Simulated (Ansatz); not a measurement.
# C2H6B (SMILES [BH]CC) at UBLYP/def2-SVPD

Aim: the electronic atomisation energy of C2H6B at UBLYP/def2-SVPD, from 4 runs. 

The calculation is run with Ansatz 0.2.0.

36 further runs of the same task are left out: 36 set aside as unsound or not needed.

### Step 1. The system as given

C2H6B: 9 atoms, total charge 0, spin state doublet. SMILES: `[BH]CC`. The shape is that of a PBE0-D4/def2-TZVP optimisation. This is one conformer, not always the lowest.

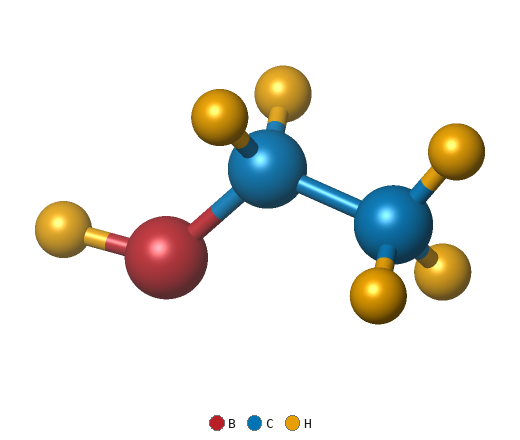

The structure, seen from a chosen angle (boron red, carbon blue, hydrogen amber).

### Step 2. The energy at UBLYP/def2-SVPD

Contents of molecule.yaml:

```yaml
crystal:
  periodic: [false, false, false]
  atoms:
    - {symbol: B, position_ang: [-1.415300, 0.517300, -0.623600]}
    - {symbol: C, position_ang: [0.077500, 0.346900, -0.300600]}
    - {symbol: C, position_ang: [0.504700, -0.731500, 0.688600]}
    - {symbol: H, position_ang: [-1.915600, 1.307200, -1.370300]}
    - {symbol: H, position_ang: [0.580700, 0.211000, -1.273200]}
    - {symbol: H, position_ang: [0.428600, 1.341200, 0.024500]}
    - {symbol: H, position_ang: [1.588300, -0.746200, 0.828800]}
    - {symbol: H, position_ang: [0.197300, -1.721000, 0.344100]}
    - {symbol: H, position_ang: [0.042200, -0.571000, 1.664600]}
basis:
  gaussian: {orbitals: def2-SVPD}
accuracy: high
hamiltonian: {xc: {name: BLYP}}
output: {orbitals: {seedname: orbitals}}
magnetization: {spin_polarized: true, initial_magnetization: 1}
```

On the command line:

```bash
$ ansatz run molecule.yaml --threads 1 --pin off --max-ram 3480MiB --events-out events.jsonl --progress --plain --runs-dir runs
```

Output:

```text
Warning: RAYON_NUM_THREADS=1 ignored (pool sized by the plan → 1); use --threads N
Functional definition: BLYP
  name "BLYP"
  parameter beta = 0.0042
  parameter a = 0.04918
  parameter b = 0.132
  parameter c = 0.2533
  parameter d = 0.349
  exchange = b88_x(beta = beta)
  correlation = lyp_c(a = a, b = b, c = c, d = d)
2220 factors; integrals over basis functions are off by at most 3.1e-9 eV
mean field evaluation 1: about -2831.8188 eV, gradient 4.4e1 eV
mean field evaluation 2: about -2812.0341 eV, gradient 7.2e1 eV
mean field evaluation 4: about -2841.7099 eV, gradient 2.4e0 eV
mean field evaluation 8: about -2841.7513 eV, gradient 6.7e-2 eV
mean field evaluation 16: about -2841.7513 eV, gradient 1.9e-6 eV
mean field -2841.75130815 eV, -104.4324343663 hartree, gradient 6.8e-8 eV, S^2 0.751402; 0 other end points of the search recorded, 0 dependent functions left out
reference -2841.75136770 eV, -104.4324365548 hartree; 12, 11 occupied and 96, 97 virtual orbitals, 2220 factors
Total energy: -2841.75136770 eV, -104.4324365548 hartree
```

Wall time 11 s (1 thread of Intel Xeon Platinum 8259CL at 2.50GHz (Skylake/Cascade Lake), shared host); peak memory 0.36 GiB.

### Step 3. The B atom at the same level

Contents of molecule.yaml:

```yaml
crystal:
  periodic: [false, false, false]
  atoms:
    - {symbol: B, position_ang: [0.000000, 0.000000, 0.000000]}
basis:
  gaussian: {orbitals: def2-SVPD}
magnetization: {spin_polarized: true, initial_magnetization: 1}
hamiltonian: {xc: {name: BLYP}}
accuracy: high
```

On the command line:

```bash
$ ansatz run molecule.yaml --threads 1 --pin off --max-ram 3480MiB --events-out events.jsonl --progress --plain --runs-dir runs
```

Output, shortened:

```text
Warning: RAYON_NUM_THREADS=1 ignored (pool sized by the plan → 1); use --threads N
[... 9 set-up lines as earlier in the session ...]
161 factors; integrals over basis functions are off by at most 2.8e-9 eV
mean field evaluation 1: about -669.9563 eV, gradient 2.7e0 eV
mean field evaluation 2: about -670.0203 eV, gradient 1.1e0 eV
mean field evaluation 4: about -670.0242 eV, gradient 2.8e-1 eV
mean field evaluation 8: about -670.0252 eV, gradient 5.0e-4 eV
mean field evaluation 16: about -669.9382 eV, gradient 3.3e0 eV
mean field evaluation 32: about -670.0252 eV, gradient 3.4e-4 eV
mean field -670.02518874 eV, -24.6229715269 hartree, gradient 8.3e-9 eV, S^2 0.752820; 4 other end points of the search recorded, 0 dependent functions left out
reference -670.02522041 eV, -24.6229726908 hartree; 3, 2 occupied and 17, 18 virtual orbitals, 161 factors
Total energy: -670.02522041 eV, -24.6229726908 hartree
```

Wall time 1.2 s (1 thread of Intel Xeon Platinum 8259CL at 2.50GHz (Skylake/Cascade Lake), shared host).

### Step 4. The C atom, same level

Contents of in.yaml:

```yaml
crystal:
  periodic: [false, false, false]
  atoms:
    - symbol: C
      position_ang: [0.000000, 0.000000, 0.000000]
basis:
  gaussian:
    orbitals: def2-SVPD
hamiltonian:
  xc: {name: BLYP}
accuracy: high
magnetization:
  spin_polarized: true
  initial_magnetization: 2
```

Run the same way, it converges to -37.80174 Eh (log not shown).

### Step 5. The H atom

Contents of run.yaml:

```yaml
crystal:
  periodic: [false, false, false]
  atoms:
    - {symbol: H, position_ang: [0.000000, 0.000000, 0.000000]}
basis:
  gaussian:
    orbitals: def2-SVPD
magnetization:
  spin_polarized: true
  initial_magnetization: 1
hamiltonian:
  xc: {name: BLYP}
accuracy: high
```

Run the same way, it converges to -0.49640 Eh (log not shown).

### Step 6. What came out

At UBLYP/def2-SVPD:

| quantity | value |
| --- | --- |
| molecule: total energy | -104.43244 Eh |
| molecule: HOMO energy (highest over α and β) | -4.08 eV |
| molecule: LUMO energy (lowest over α and β) | -2.38 eV |
| molecule: ⟨S²⟩ | 0.751 |
| B atom: total energy | -24.62297 Eh |
| B atom: ⟨S²⟩ | 0.753 |
| C atom: total energy | -37.80174 Eh |
| C atom: ⟨S²⟩ | 2.003 |
| H atom: total energy | -0.49640 Eh |
| H atom: ⟨S²⟩ | 0.750 |
| electronic atomisation energy | 33.403 eV |

In words: Taking the molecule apart into free atoms costs 33.40 eV (3223 kJ/mol), before zero-point energy and without spin-orbit coupling.
